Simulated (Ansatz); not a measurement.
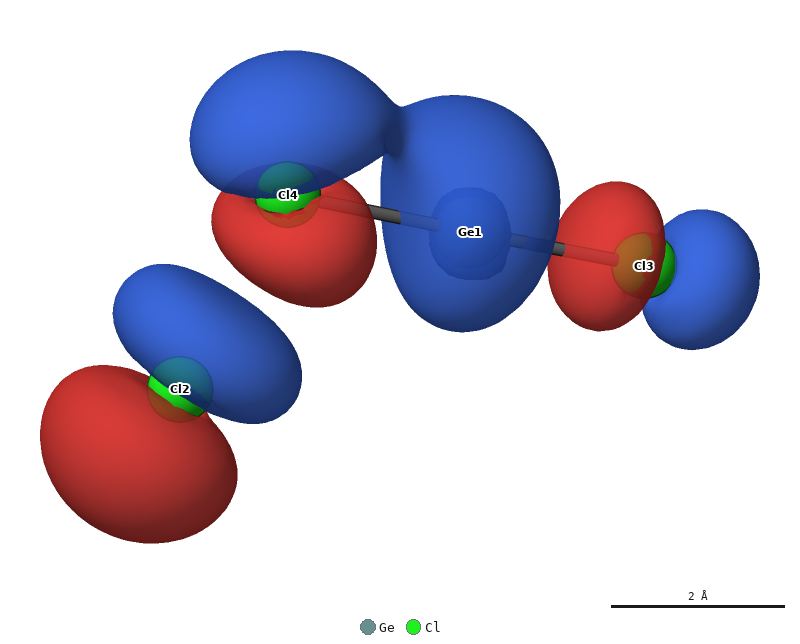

The picture shows: Cl$_{2}$Ge···Cl (charge −1, quintet). One frontier orbital at ±0.08 Å⁻³ᐟ² (red and blue are the two phases), seen at a tilt.

Geometry: PBE0-D4/def2-SVPD.

The calculation used Ansatz 0.2.0, UKS PBE0-D4/def2-TZVPD.

Q: Which orbital is it: HOMO (β) or LUMO (β)?

A: The LUMO (β), at −0.79 eV. It lies mainly on Cl2 (about 45 %), Cl4 (about 30 %), Ge1 (about 15 %) and Cl3 (about 10 %); it is symmetric in the molecular plane (an in-plane orbital: σ, lone-pair or in-plane π type).
